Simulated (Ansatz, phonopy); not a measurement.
# Quasi-harmonic thermodynamics of Ge (Germanium, Fd-3m), part 2 of 4

Wanted: α(T), C_P(T) and B(T) of Germanium in the quasi-harmonic approximation.

What experiment has found for this phase:
- volume expansion coefficient 16.2 1e-6/K, heat capacity C_P per formula unit 23.3 J/mol/K and bulk modulus 78 GPa near room temperature (given in “High-Throughput Prediction of Finite-Temperature Properties using the Quasi-Harmonic Approximation”, 2016, arXiv:1603.06924)

Ansatz 0.2.0; DFT PBEsol, scalar-relativistic, plane waves, PAW.

So far. Step 2 (Probe on a coarse mesh): The start is under 0.72 GPa at this level and looks like a metal on this mesh. Step 4 (Relaxing to small residual forces and stress): The residual pressure is 0.0019 GPa, small enough for phonons. The relaxed cell has a = 5.676 Å (conventional setting).

### 5. The quasi-harmonic study, cutoff 487.2 eV, k-mesh 16×16×16

Thermal expansion follows from how the free energy of the vibrations (and of the electrons in a metal) changes with strain, so the program makes strained cells, their phonons and a fit in one run.

File input.yaml:

```yaml
crystal:
  lattice:
    - [0.0, 2.8378824038, 2.8378824038]
    - [2.8378824038, 0.0, 2.8378824038]
    - [2.8378824038, 2.8378824038, 0.0]
  atoms:
    - { symbol: Ge, position: [0.0, 0.0, 0.0] }
    - { symbol: Ge, position: [0.25, 0.25, 0.25] }
kpoints:
  mp_grid: { grid: [16, 16, 16] }
hamiltonian:
  xc: pbesol
scf:
  occupations: { method: methfessel_paxton, width: 0.2 }
  lower_state_search: "off"
output:
  eigenvalues: true
phonons:
  method: dfpt
  qmesh: [2, 2, 2]
  temperatures: { t_max: 1200.0, t_step: 50 }
  thermal_expansion: {}
```

Run with:

```
ansatz run input.yaml --threads 8 --pin off --max-ram 16384MiB --backend cpu --events-out ev --progress --plain --runs-dir out
```

Numbers of over 12 decimals in the logs are rounded to 6 here.

The program printed:

```text
[...]
Crystal: 2 atoms, lattice volume = 45.710 Å³
Basis set: ecut = 487.2 eV, 1139 PW (Γ), exchange–correlation on 60×60×60 points (8 copies of the dense FFT grid, shifted against one another)
Bands: 18, of which v1, the nominal top of the filled ones, is band 14 counted from 1 (13 counted from 0)
Symmetry: 48 space group operations
[...]
k-points: 145 of 4096
[...]
SCF iter   1: F=—  HF=-8506.997147 eV  |F-HF|=—  |Δ(HF+E_count)|=         —  Δρ=2.66e-3  dr2=3.93e-3  ethr=1.77e-3  ⟨swp⟩=5.0  Hψ=11439  notcnv=0
[...]
SCF iter   9: F=-8506.995783 eV  HF=-8506.995783 eV  |F-HF|=2.00e-11  |Δ(HF+E_count)|=   3.93e-9  S|Δr|=    0.00e0  Δρ=2.61e-7  dr2=1.27e-11  ethr=1.00e-12  ⟨swp⟩=4.0  Hψ=13941  notcnv=0
SCF 1 converged in 9 iterations: F = -8506.995783 eV  dr2 = 1.27e-11
[...]
relax step   1: F+E_penalty+E_count = -8506.99578332 eV  Δ(F+E_penalty+E_count) = +0.000e0 eV  max|allowed force component| = 1.388e-17 eV/Å  Δτ_max = 0.0000 Å  (9 SCF iters, accepted)
SCF converged after 9 iterations
[...]
Free energy (F): -8506.995783 eV
[...]
Internal energy: -8506.995918 eV  (E = F + TS)
E sigma→0 (E₀):  -8506.995817 eV
Entropy (-TS):   0.000134 eV (0.067 meV/atom)
Fermi energy:    8.333653 eV
[...]
--- Stress (GPa, compression-positive) ---
        0.003152       0.000000       0.000000
       -0.000000       0.003152      -0.000000
        0.000000       0.000000       0.003152
  P = ⅓ Tr σ = 0.0032 GPa (0.032 kbar)
--- Band table (eV; the first three rows and the last of 145) ---
  k-point 0: bands = [... 10 lower, -4.4076, 8.2118, 8.3149, 8.3149, 8.3149, 10.8373, 10.8373, 10.8373]
  k-point 1: bands = [... 10 lower, -4.3601, 7.1366, 8.2172, 8.2172, 9.0663, 10.9673, 10.9673, 11.0325]
  k-point 2: bands = [... 10 lower, -4.2186, 5.9275, 7.9822, 7.9822, 9.2689, 11.2821, 11.2821, 11.7302]
  k-point 144: bands = [... 10 lower, -0.4530, -0.4530, 4.4235, 4.4235, 12.5581, 12.5581, 12.9413, 12.9413]
── thermal expansion: 3 new cells, 3 in all ──
thermal expansion: relaxation of cell 2
thermal expansion: relaxation of cell 3
── thermal expansion: 2 new cells, 5 in all ──
thermal expansion: relaxation of cell 4
thermal expansion: electrons of cell 4
thermal expansion: phonons of cell 4
thermal expansion: relaxation of cell 5
thermal expansion: electrons of cell 1
thermal expansion: electrons of cell 2
thermal expansion: electrons of cell 3
thermal expansion: electrons of cell 5
thermal expansion: phonons of cell 5
── thermal expansion: 6 new cells, 11 in all ──
thermal expansion: relaxation of cell 6
thermal expansion: relaxation of cell 7
thermal expansion: relaxation of cell 8
thermal expansion: relaxation of cell 9
thermal expansion: relaxation of cell 10
thermal expansion: relaxation of cell 11
thermal expansion: electrons of cell 6
thermal expansion: electrons of cell 7
thermal expansion: electrons of cell 8
thermal expansion: electrons of cell 9
thermal expansion: electrons of cell 10
thermal expansion: electrons of cell 11
thermal expansion: phonons of cell 6
thermal expansion: phonons of cell 7
thermal expansion: phonons of cell 8
--- Relaxed structure (1 steps of the walk, 1 accepted, 0 SCFs on fresh bases) ---
  F+E_penalty+E_count = -8506.99578332 eV   max|allowed force component| = 1.388e-17 eV/Å
  atoms:
    - { symbol: Ge, position: [0.0, 0.0, 0.0] }
    - { symbol: Ge, position: [0.25, 0.25, 0.25] }
--- Thermal expansion: 11 cells in 3 rounds, 0 GPa ---
  no lower state was looked for at cell 4: scf.lower_state_search: off
  without vibrations: a 4.01350, b 4.01350, c 4.01350 Å, V 45.7146 Å³, B 67.31 GPa
  at 0 K: a 4.01855, b 4.01855, c 4.01855 Å, V 45.8874 Å³, B 66.32 GPa
  zero-point expansion: a +0.126, b +0.126, c +0.126, V +0.378 %
      T/K        a/Å        b/Å        c/Å       V/Å³ | expansion of a, b, c, V (1e-6/K)   | that of V in the mean from 25 °C | C_P, C_V (J/mol K of the cell) | B_T, B_S (GPa)
     0.00    4.01855    4.01855    4.01855    45.8874 |    0.00    0.00    0.00    0.00 |    6.40 |     0.000     0.000 |    66.32    66.32
   150.00    4.01871    4.01871    4.01871    45.8930 |    2.74    2.74    2.74    8.23 |   12.08 |    37.595    37.577 |    65.49    65.52
   298.15    4.02111    4.02111    4.02111    45.9752 |    4.83    4.83    4.83   14.50 |       - |    46.254    46.143 |    63.96    64.11
   400.00    4.02322    4.02322    4.02322    46.0474 |    5.38    5.38    5.38   16.14 |   15.40 |    47.955    47.773 |    62.85    63.09
   550.00    4.02663    4.02663    4.02663    46.1646 |    5.89    5.89    5.89   17.68 |   16.36 |    49.098    48.806 |    61.21    61.57
   700.00    4.03031    4.03031    4.03031    46.2915 |    6.29    6.29    6.29   18.88 |   17.12 |    49.707    49.293 |    59.55    60.05
   850.00    4.03423    4.03423    4.03423    46.4267 |    6.66    6.66    6.66   19.99 |   17.79 |    50.135    49.585 |    57.89    58.54
  1000.00    4.03838    4.03838    4.03838    46.5700 |    7.03    7.03    7.03   21.10 |   18.43 |    50.503    49.801 |    56.23    57.02
  1150.00    4.04275    4.04275    4.04275    46.7215 |    7.41    7.41    7.41   22.23 |   19.06 |    50.863    49.990 |    54.55    55.50
  1200.00    4.04427    4.04427    4.04427    46.7740 |    7.54    7.54    7.54   22.62 |   19.26 |    50.986    50.052 |    53.99    55.00
  the static fit leaves 0.001 meV an atom of the energies and, of the stresses, 0.001 GPa of each cell's largest along a strain (root mean squares over the cells), whose Pulay part it has at -0.023 GPa
  vibrations' free energy: its fit leaves 0.0001 meV an atom at the most
  the electrons' free energy at temperature is in it; its fit leaves 0.0005 meV an atom at the most
  free energies summed between the sampled wave vectors
  estimated error of the fitted expansion in any direction: up to 0.056e-6/K, at 1200 K (an estimate, not a bound: it was exceeded on models of known expansion)
  by sums over the sampled wave vectors an expansion of the volume parts by up to 5.85e-6/K
  by a static energy of one degree less an expansion of the volume parts by up to 0.01e-6/K
  no band gap in 1 cell: 11, and one in the others
```

It took 5.4 min on 8 threads of Arm Neoverse V1, shared host; peak memory 2.7 GiB.

This step gave:

```yaml
pressure: 0.003152 GPa
volume_expansion_coefficient_at_298_k: 14.51 1e-6/K
c_p_at_298_k: 23.13 J/mol-atom/K
entropy_at_298_k: 33.03 J/mol-atom/K
isothermal_bulk_modulus_at_298_k: 63.96 GPa
grueneisen_parameter_at_298_k: 0.5566
volume_at_298_k: 22.99 Å³/atom
principal_linear_expansion_coefficients_at_298_k: 4.835, 4.835, 4.835 1e-6/K
```

Strained cells of the study; zero-point energy where phonons were solved; the pressures are stresses at a fixed cutoff and can carry an offset from the finite basis. Expansion cells, by row:

```tsv
cell	|a| (Å)	|b| (Å)	|c| (Å)	V (Å³/atom)	E - E_lowest (meV/atom)	pressure, compression positive (GPa)	gap (eV)	zero-point energy (meV/atom)
1	4.013	4.013	4.013	22.86	0	-0.019	1.78e-15	-
2	4.045	4.045	4.045	23.41	2.669	-1.537	7.11e-15	-
3	3.982	3.982	3.982	22.32	2.807	1.678	0.114	-
4	4.014	4.014	4.014	22.86	0	-0.039	1.78e-15	34.47
5	4.034	4.034	4.034	23.21	1.094	-1.009	1.78e-15	33.93
6	4.027	4.027	4.027	23.09	0.473	-0.677	1.78e-15	34.12
7	4.04	4.04	4.04	23.31	1.826	-1.286	1.78e-15	33.76
8	4.053	4.053	4.053	23.54	4.039	-1.866	8.88e-15	33.41
9	3.974	3.974	3.974	22.19	4.33	2.114	0.1665	-
10	3.994	3.994	3.994	22.52	1.05	0.999	0.02959	-
11	4.073	4.073	4.073	23.88	8.914	-2.684	-	-
```

Quasi-harmonic; a, b, c are the run's own cell vectors. Expansion, by row:

```tsv
T (K)	a (Å)	b (Å)	c (Å)	alpha (deg)	beta (deg)	gamma (deg)	cell volume (Å³/cell)	alpha_a (1e-6/K)	alpha_b (1e-6/K)	alpha_c (1e-6/K)	alpha_V (1e-6/K)	C_P (J/mol-atom/K)	C_V (J/mol-atom/K)	S (J/mol-atom/K)	B_T (GPa)	B_S (GPa)	Grueneisen	extrapolation	fit error (1e-6/K)
0	4.019	4.019	4.019	60	60	60	45.89	0	0	0	0	0	0	0	66.32	66.32	-	0	0
50	4.018	4.018	4.018	60	60	60	45.88	-1.3	-1.3	-1.3	-3.91	7.018	7.017	4.426	66.23	66.24	-0.51	0	0
100	4.018	4.018	4.018	60	60	60	45.88	0.87	0.87	0.87	2.62	14.34	14.34	11.65	65.93	65.93	0.167	0	0
150	4.019	4.019	4.019	60	60	60	45.89	2.74	2.74	2.74	8.23	18.8	18.79	18.4	65.49	65.52	0.396	0	0
200	4.019	4.019	4.019	60	60	60	45.92	3.8	3.8	3.8	11.41	21.11	21.09	24.16	64.99	65.06	0.486	0	0
250	4.02	4.02	4.02	60	60	60	45.94	4.43	4.43	4.43	13.3	22.39	22.35	29.02	64.47	64.58	0.531	0	0.01
298.1	4.021	4.021	4.021	60	60	60	45.98	4.83	4.83	4.83	14.5	23.13	23.07	33.03	63.96	64.11	0.557	0	0.01
300	4.021	4.021	4.021	60	60	60	45.98	4.85	4.85	4.85	14.54	23.15	23.09	33.18	63.94	64.09	0.557	0	0.01
350	4.022	4.022	4.022	60	60	60	46.01	5.15	5.15	5.15	15.44	23.64	23.57	36.78	63.4	63.59	0.575	0	0.01
400	4.023	4.023	4.023	60	60	60	46.05	5.38	5.38	5.38	16.14	23.98	23.89	39.96	62.85	63.09	0.589	0	0.01
450	4.024	4.024	4.024	60	60	60	46.09	5.57	5.57	5.57	16.72	24.22	24.11	42.8	62.3	62.59	0.599	0	0.01
500	4.025	4.025	4.025	60	60	60	46.12	5.74	5.74	5.74	17.22	24.4	24.28	45.37	61.76	62.08	0.608	0	0.01
550	4.027	4.027	4.027	60	60	60	46.16	5.89	5.89	5.89	17.68	24.55	24.4	47.7	61.21	61.57	0.616	0	0.02
600	4.028	4.028	4.028	60	60	60	46.21	6.03	6.03	6.03	18.1	24.67	24.5	49.84	60.66	61.07	0.623	0	0.02
650	4.029	4.029	4.029	60	60	60	46.25	6.17	6.17	6.17	18.5	24.77	24.58	51.82	60.11	60.56	0.63	0	0.02
700	4.03	4.03	4.03	60	60	60	46.29	6.29	6.29	6.29	18.88	24.85	24.65	53.66	59.55	60.05	0.636	0	0.02
750	4.032	4.032	4.032	60	60	60	46.34	6.42	6.42	6.42	19.26	24.93	24.7	55.37	59	59.55	0.642	0	0.01
800	4.033	4.033	4.033	60	60	60	46.38	6.54	6.54	6.54	19.63	25	24.75	56.98	58.45	59.04	0.647	0	0.01
850	4.034	4.034	4.034	60	60	60	46.43	6.66	6.66	6.66	19.99	25.07	24.79	58.5	57.89	58.54	0.653	0	0.01
900	4.036	4.036	4.036	60	60	60	46.47	6.79	6.79	6.79	20.36	25.13	24.83	59.94	57.34	58.03	0.658	0	0.01
950	4.037	4.037	4.037	60	60	60	46.52	6.91	6.91	6.91	20.73	25.19	24.87	61.3	56.78	57.52	0.663	0	0.01
1000	4.038	4.038	4.038	60	60	60	46.57	7.03	7.03	7.03	21.1	25.25	24.9	62.59	56.23	57.02	0.668	0	0.02
1050	4.04	4.04	4.04	60	60	60	46.62	7.16	7.16	7.16	21.47	25.31	24.93	63.83	55.67	56.51	0.673	0	0.02
1100	4.041	4.041	4.041	60	60	60	46.67	7.28	7.28	7.28	21.85	25.37	24.96	65	55.11	56.01	0.678	0	0.03
1150	4.043	4.043	4.043	60	60	60	46.72	7.41	7.41	7.41	22.23	25.43	25	66.13	54.55	55.5	0.683	0	0.04
1200	4.044	4.044	4.044	60	60	60	46.77	7.54	7.54	7.54	22.62	25.49	25.03	67.22	53.99	55	0.687	0	0.06
```

The expansion coefficient by temperature; values in 1e-6/K:

```tsv
temperature (K)	volume	principal 1
0	0	0
150	8.23	2.74
298	14.5	4.83
350	15.4	5.15
500	17.2	5.74
650	18.5	6.17
800	19.6	6.54
900	20.4	6.79
1050	21.5	7.16
1200	22.6	7.54
```

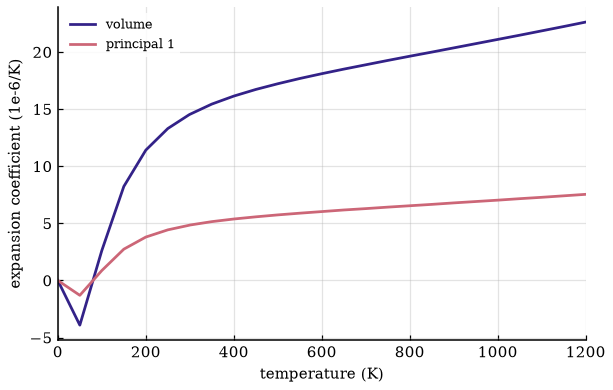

Expansion coefficient, plotted against temperature.

At 298 K the volume expansion is 14.5 × 10⁻⁶/K and B_T is 64.0 GPa. The q-mesh is coarse, so this is a first estimate. The program raised the cutoff to 487.2 eV by itself: with no cutoff typed, the study takes about 1.16 times the default for its relaxations and scales it with the volume for the phonons.

### 6. Free-energy fit

This step: DFT PBEsol, scalar-relativistic, plane waves, PAW (phonopy 4.10.0).

Numbers from this step:

| Item | Value |
| --- | --- |
| volume expansion coefficient at 300 K | 14.55 1e-6/K |
| isothermal bulk modulus at 300 K | 63.72 GPa |
| C_P at 300 K | 23.22 J/mol-atom/K |
| Grüneisen parameter at 300 K | 0.556 |

Energy (each curve on its own zero) against volume; values in meV/atom:

```tsv
volume (Å³/atom)	static	F at 0 K	F at 300 K	F at 1200 K
22.862	0	0.53	0.82	2.92
23.085	0.47	0.65	0.76	1.52
23.207	1.09	1.08	1.09	1.09
23.311	1.83	1.65	1.56	0.89
23.539	4.04	3.51	3.19	1.01
```

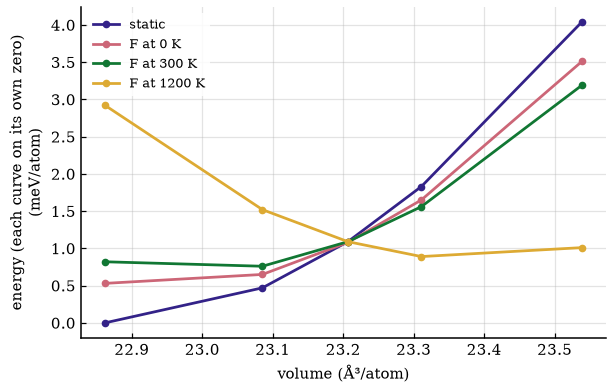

Energy (each curve on its own zero) against volume.

Phonopy-qha, vinet fit of F(V) at each temperature. Qha vinet, by row:

```tsv
T (K)	fitted volume (Å³/atom)	alpha_V (1e-6/K)	B_T (GPa)	C_P (J/mol-atom/K)	Grueneisen
100	22.94	2.41	65.61	14.15	0.1523
150	22.95	7.9	65.2	18.79	0.3786
200	22.96	11.27	64.73	21.18	0.4782
250	22.97	13.26	64.23	22.46	0.5273
300	22.99	14.55	63.72	23.22	0.5558
350	23.01	15.46	63.2	23.7	0.5747
400	23.02	16.17	62.68	24.03	0.5886
450	23.04	16.75	62.16	24.26	0.5997
500	23.06	17.25	61.63	24.44	0.6089
550	23.08	17.7	61.11	24.58	0.6171
600	23.1	18.12	60.58	24.69	0.6244
650	23.12	18.51	60.05	24.79	0.6312
700	23.15	18.89	59.53	24.87	0.6376
750	23.17	19.26	59	24.95	0.6437
800	23.19	19.62	58.47	25.02	0.6496
850	23.21	19.98	57.95	25.08	0.6553
900	23.24	20.34	57.42	25.14	0.6609
950	23.26	20.7	56.89	25.2	0.6664
1000	23.29	21.05	56.37	25.26	0.6719
```

The volume expansion coefficient by temperature; values in 1e-6/K:

```tsv
temperature (K)	phonopy-qha, Vinet	Ansatz's own study
100	2.41	2.62
150	7.9	8.23
200	11.3	11.4
250	13.3	13.3
300	14.6	14.5
350	15.5	15.4
400	16.2	16.1
450	16.8	16.7
500	17.2	17.2
550	17.7	17.7
600	18.1	18.1
650	18.5	18.5
700	18.9	18.9
750	19.3	19.3
800	19.6	19.6
850	20.0	20.0
900	20.3	20.4
950	20.7	20.7
1000	21.1	21.1
```

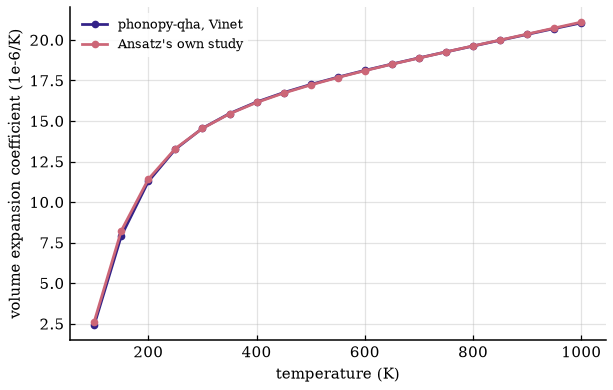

Volume expansion coefficient, plotted against temperature.

The fit gives a volume expansion of 14.6 × 10⁻⁶/K at 300 K, against 14.5 at 298 K from the study itself, whose static fit uses more cells.

[end of part 2 of 4]

[Logs are printed without paths, hosts, clocks, repeated set-up lines and the standing remarks that a program may print on its own settings, such as how far it seeks lower states.]

[Hosts, paths, dates, database ids (printed as entryN), source tags and the programs' standing remarks are cut or masked in the printed files.]

[A step with changed settings may run another functional than the one named; its input shows which.]

[Pressures of single members of a volume series are the stress at the run's cutoff; with an incomplete basis they can lie off −dE/dV of the same runs, and they are not shown converged.]
